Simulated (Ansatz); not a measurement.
## Ligand exchange: AlH2Br + KSH → AlH2(SH) + KBr

Species: AlH2Br `[AlH2][Br]`, singlet; KSH `[SH][K]`, singlet; AlH2(SH), singlet; KBr, singlet. The partners trade Br for SH: Al–Br and K–SH bonds give way to Al–SH and K–Br.

Shapes, held fixed at every level: PBE0-D4/def2-TZVP. Programs: Ansatz 0.2.0. The zero-point and thermal change to 298 K, harmonic and unscaled (PBE0-D4/def2-TZVP), is +3.3 kJ/mol.

| level | kind | ΔH(298 K) (kJ/mol) | less CCSD(T)/def2-TZVPP | CPU time (sum over the molecules) |
| --- | --- | --- | --- | --- |
| B3LYP-D4/def2-TZVPP | global hybrid | -62.7 | -0.5 | 15 s |
| BHLYP-D4/def2-TZVPP | global hybrid | -66.4 | -4.2 | 13 s |
| PBE0-D4/def2-TZVPP | global hybrid | -63.8 | -1.6 | 12 s |
| wB97X-V/def2-TZVPP | range-separated hybrid | -65.8 | -3.6 | 37 s |
| MP2/def2-SVP | perturbation theory | -75.1 | -12.9 | – |
| CCSD(T)/def2-SVP | coupled cluster or CI | -74.4 | -12.2 | 5.6 s |
| CCSD/def2-TZVPP | coupled cluster or CI | -62.7 | -0.5 | – |
| CCSD(T)/def2-TZVPP | coupled cluster or CI | -62.2 | 0.0 | 33 s |

The highest level, CCSD(T)/def2-TZVPP, gives ΔH(298 K) = -62.2 kJ/mol; the levels span -75.1 to -62.2. The column of differences is taken from that level and isn't an error. No measured value is set beside it here. Relativity is left out for Br. Outer-core shells of Br, K are correlated in most correlated rows, in sets that cover them unevenly. Times are processor times on shared x86 and Arm servers, and rough.

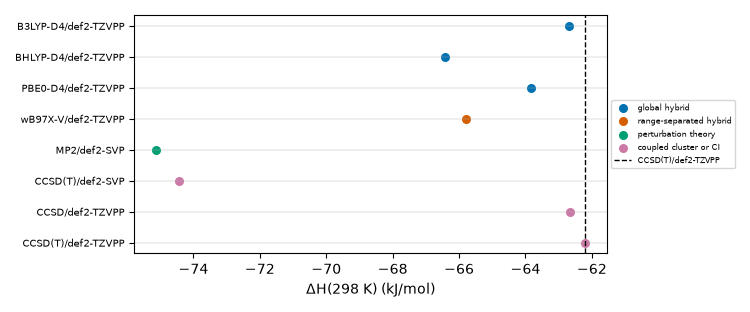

The values of the table, level by level.
